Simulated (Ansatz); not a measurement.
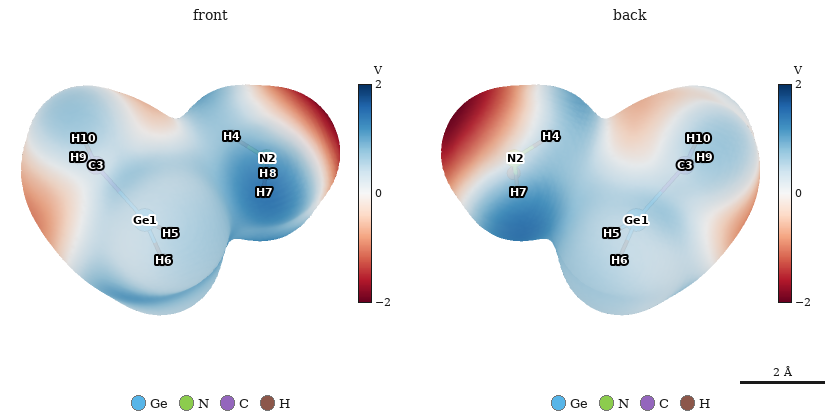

*CH₄Ge···NH₃. The electrostatic potential painted on the density surface at 0.002 e/bohr³, seen from the front and from behind; red is negative and blue positive.*

Computed with RKS PBE0-D4/def2-SVP in Ansatz.

```yaml
atoms:
  - { symbol: Ge, position_ang: [-1.0312, 0.1515, 0.5687] }
  - { symbol: N, position_ang: [2.2375, -0.2495, 0.2051] }
  - { symbol: C, position_ang: [-1.6247, 0.1279, -1.0989] }
  - { symbol: H, position_ang: [1.6429, -0.2526, -0.6214] }
  - { symbol: H, position_ang: [-0.6417, 1.4427, 1.2875] }
  - { symbol: H, position_ang: [-0.9396, -1.1084, 1.4291] }
  - { symbol: H, position_ang: [1.9019, -0.9886, 0.8188] }
  - { symbol: H, position_ang: [2.0832, 0.6366, 0.6813] }
  - { symbol: H, position_ang: [-1.9204, -0.8049, -1.5842] }
  - { symbol: H, position_ang: [-1.7079, 1.0454, -1.6858] }
```

> Describe the electrostatic potential map.

The most negative region (about −1.9 V) lies over N2, the most positive (about +1.5 V) over H7 and H8. N2 is the likeliest acceptor of a hydrogen bond.
